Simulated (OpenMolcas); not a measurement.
Multiconfigurational calculation, with input and output: Pt²⁺ complex

- system: Pt²⁺ with 6 ligands (O; octahedron, 2.059 Å), embedded in MgO by model potentials and point charges, whose field is part of the energies.
- method: state-averaged SS-CASPT2, IPEA shift 0.25, imaginary shift 0.1 hartree, closed shells 5s 5p of the metal and the valence shells of the ligands correlated, active space 8 electrons in the shell 5d, basis ANO-RCC-VDZP on the metal and ANO-RCC-VDZP on the ligands, DKH2 scalar Hamiltonian, spin-orbit coupling by RASSI with atomic mean-field integrals (OpenMolcas)

The program's output (extracts):
```
--- CASPT2 ---
Orbital specifications:
      -----------------------

      Symmetry species                           1   2
                                                ag  au
      Frozen orbitals                           17  19
      Inactive orbitals                         13  15
      Active orbitals                            5   0
      Secondary orbitals                        46  52
      Deleted orbitals                           0   0
      Number of basis functions                 81  86
Type of calculation                        SS-CASPT2
      Fock operator                              state-specific
      IPEA shift                                 0.25
      Real shift                                 0.00
      Imaginary shift                            0.10
      The input orbitals will be transformed to quasi-canonical
Reference energy:      -18855.0189666153
      E2 (Non-variational):      -1.6086827151
      Shift correction:          -0.0012948841
      E2 (Variational):          -1.6099775992
      Total energy:          -18856.6289442145
      Residual norm:              0.0000007977
      Reference weight:           0.70035
      Contributions to the CASPT2 correlation energy
      Active & Virtual Only:         -0.1338819963
      One Inactive Excited:          -0.2996728131
      Two Inactive Excited:          -1.1751279058
Reference energy:      -18854.8853878097
      E2 (Non-variational):      -1.6032491673
      Shift correction:          -0.0013168880
      E2 (Variational):          -1.6045660553
      Total energy:          -18856.4899538650
      Residual norm:              0.0000002088
      Reference weight:           0.69991
      Contributions to the CASPT2 correlation energy
      Active & Virtual Only:         -0.1296334604
      One Inactive Excited:          -0.3028881371
      Two Inactive Excited:          -1.1707275699
::    CASPT2 Root  1     Total energy: -18856.62894421
::    CASPT2 Root  2     Total energy: -18856.48995386
::    CASPT2 Root  3     Total energy: -18856.48986871
::    CASPT2 Root  4     Total energy: -18856.48978050
::    CASPT2 Root  5     Total energy: -18856.46174308
::    CASPT2 Root  6     Total energy: -18856.46177417
::    CASPT2 Root  7     Total energy: -18856.46177100
::    CASPT2 Root  8     Total energy: -18856.34187356
::    CASPT2 Root  9     Total energy: -18856.34187521
::    CASPT2 Root 10     Total energy: -18856.34196368
--- CASPT2 ---
Orbital specifications:
      -----------------------

      Symmetry species                           1   2
                                                ag  au
      Frozen orbitals                           17  19
      Inactive orbitals                         13  15
      Active orbitals                            5   0
      Secondary orbitals                        46  52
      Deleted orbitals                           0   0
      Number of basis functions                 81  86
Type of calculation                        SS-CASPT2
      Fock operator                              state-specific
      IPEA shift                                 0.25
      Real shift                                 0.00
      Imaginary shift                            0.10
      The input orbitals will be transformed to quasi-canonical
Reference energy:      -18854.9680379515
      E2 (Non-variational):      -1.6272356680
      Shift correction:          -0.0014383825
      E2 (Variational):          -1.6286740505
      Total energy:          -18856.5967120020
      Residual norm:              0.0000000859
      Reference weight:           0.69402
      Contributions to the CASPT2 correlation energy
      Active & Virtual Only:         -0.1342107421
      One Inactive Excited:          -0.3181908001
      Two Inactive Excited:          -1.1748341258
Reference energy:      -18854.9680379514
      E2 (Non-variational):      -1.6272317255
      Shift correction:          -0.0014384118
      E2 (Variational):          -1.6286701373
      Total energy:          -18856.5967080888
      Residual norm:              0.0000000858
      Reference weight:           0.69402
      Contributions to the CASPT2 correlation energy
      Active & Virtual Only:         -0.1342091083
      One Inactive Excited:          -0.3181884753
      Two Inactive Excited:          -1.1748341419
::    CASPT2 Root  1     Total energy: -18856.59671200
::    CASPT2 Root  2     Total energy: -18856.59670809
::    CASPT2 Root  3     Total energy: -18856.55945678
::    CASPT2 Root  4     Total energy: -18856.45816413
::    CASPT2 Root  5     Total energy: -18856.45766635
::    CASPT2 Root  6     Total energy: -18856.45820714
::    CASPT2 Root  7     Total energy: -18856.44446166
::    CASPT2 Root  8     Total energy: -18856.44446722
::    CASPT2 Root  9     Total energy: -18856.44473824
::    CASPT2 Root 10     Total energy: -18856.31230197
::    CASPT2 Root 11     Total energy: -18856.31230374
::    CASPT2 Root 12     Total energy: -18856.31209754
::    CASPT2 Root 13     Total energy: -18856.31214822
::    CASPT2 Root 14     Total energy: -18856.31213778
::    CASPT2 Root 15     Total energy: -18856.26000905
```

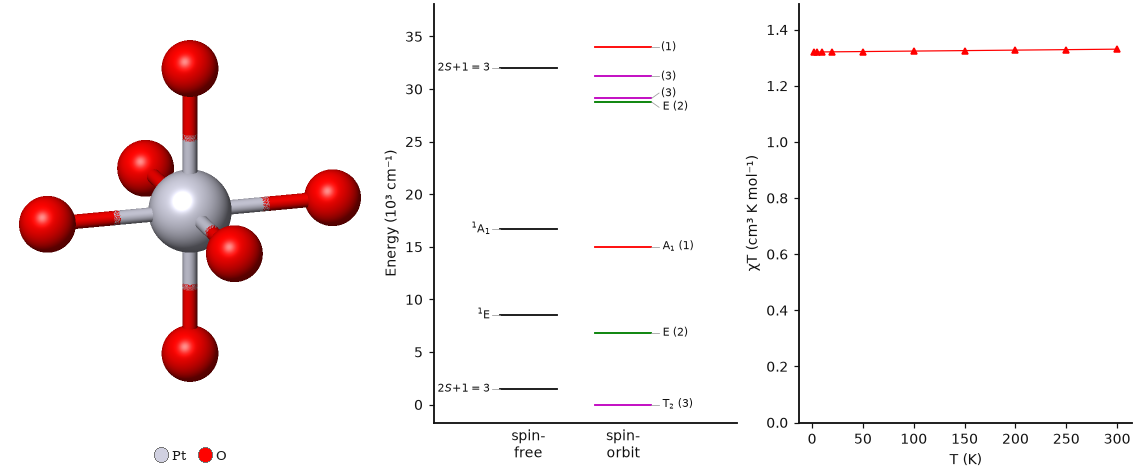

*Pt²⁺ (5d⁸) as a dopant in MgO, a cluster with its 6 nearest O²⁻ at 2.059 Å (octahedron) embedded in model potentials and point charges; the geometry was set, not optimised, and its levels and susceptibility. Labels give the representation in O, Td, D4 or D3 as the site allows (double group for half-integer spin) where it could be assigned and, in brackets, the degeneracy; spin-free states, where drawn, share the zero of the spin-orbit levels. Powder susceptibility by Van Vleck's formula.*

The ground level is T₂, 3-fold degenerate, 99 % from states of spin multiplicity 3. The next level lies at 6,780 cm⁻¹ (E). χT is 1.32 cm³ K mol⁻¹ at 2 K and 1.33 at 300 K, an effective moment of 3.26 μB.

Input file:
```
&GATEWAY
Basis set
Pt.ANO-RCC-VDZP.
Pt1 0.0 0.0 0.0 Angstrom
End of basis
Basis set
O.ANO-RCC-VDZP.
L1 2.059000 0.000000 0.000000 Angstrom
L2 0.000000 2.059000 0.000000 Angstrom
L3 0.000000 0.000000 2.059000 Angstrom
End of basis
Basis set
Mg.EMB-AIMP.Pascual.10s4p.1s1p.ECP.MgO.
PseudoCharge
* 3 symmetry-unique lattice sites within 7.6 angstrom
End of basis
Basis set
Mg.EMB-AIMP.Pascual.0s.0s.ECP.MgO.
PseudoCharge
* 40 symmetry-unique lattice sites within 7.6 angstrom
End of basis
Basis set
O.EMB-AIMP.Pascual.0s.0s.ECP.MgO.
PseudoCharge
* 55 symmetry-unique lattice sites within 7.6 angstrom
End of basis
Symmetry
XYZ
AngMom=0.0 0.0 0.0
AMFI
RICD
XField
997 Angstrom 0
* Evjen-weighted lattice charges
&SEWARD
&RASSCF
FileOrb=start.orb
Symmetry=1
Spin=3
nActEl=8 0 0
Inactive=30 34
Ras2=5 0
CIRoot=10 10 1
SDav=10
CIMx=300
Iter=150 100
PrWF=0.3
OrbListing=Nothing
MaxOrb=0
LevShft=1.0
>>> COPY $Project.JobIph JOB001
&RASSCF
FileOrb=start.orb
Symmetry=1
Spin=1
nActEl=8 0 0
Inactive=30 34
Ras2=5 0
CIRoot=15 15 1
SDav=15
CIMx=300
Iter=150 100
PrWF=0.3
OrbListing=Nothing
MaxOrb=0
LevShft=1.0
>>> COPY $Project.JobIph JOB002
&RASSI
NrOfJobIphs=2 10 15
1 2 3 4 5 6 7 8 9 10
1 2 3 4 5 6 7 8 9 10 11 12 13 14 15
IphNames
JOB001
JOB002
EJob
SpinOrbit
DIPRint=1.0
SOCoupling=1000.0
Subsets=2
Property=9
'ANGMOM' 1 'ANGMOM' 2 'ANGMOM' 3 'MLTPL  1' 1 'MLTPL  1' 2 'MLTPL  1' 3
'AMFI' 1 'AMFI' 2 'AMFI' 3
SOProperty=3
'ANGMOM' 1 'ANGMOM' 2 'ANGMOM' 3
>>> COPY JOB001 $Project.JobIph
&CASPT2
Multistate=10 1 2 3 4 5 6 7 8 9 10
NoMult
Frozen=17 19
IPEA=0.25
Imaginary=0.1
MaxIter=60
WThr=0.0 0.3 0.05
PrWF=0.5
NoMix
>>> COPY JOB002 $Project.JobIph
&CASPT2
Multistate=15 1 2 3 4 5 6 7 8 9 10 11 12 13 14 15
NoMult
Frozen=17 19
IPEA=0.25
Imaginary=0.1
MaxIter=60
WThr=0.0 0.3 0.05
PrWF=0.5
NoMix
```

The file start.orb holds starting orbitals from an earlier step. A driver script formed the levels outside the program, from RASSI's spin-orbit matrix and the CASPT2 energies (for multi-state variants, the effective Hamiltonian), averaged over the components of each term or state. The log and the time are those of the CASPT2 step.

Command:
```bash
OMP_NUM_THREADS=1 MOLCAS_MEM=2457 MOLCAS_PROJECT=a pymolcas a.inp > a.log  # once for each step of the input, in one work folder
```

Results in brief:

- outcome: converged
- energy of the lowest spin-free term: −18856.62894 hartree
- energy of the lowest spin-orbit level: −18856.63571 hartree
- CASPT2 correlation energy: −1.6100 hartree
- largest spread among components of a term: 118.7 cm⁻¹
- lowest reference weight: 0.687
- hardware: 1 thread of Arm Neoverse V1, 24 GiB of memory available, shared host
- wall time: 96 s
- peak memory: 0.61 GiB

Remarks:

The components of ¹ (unassigned), which symmetry makes degenerate, are split by 119 cm⁻¹ in CASPT2, and those of 1 more by over 50 cm⁻¹. This is an artefact; the levels of such states rest on averages and are uncertain by about as much. To bear in mind: the geometry is set by hand, with no relaxation.
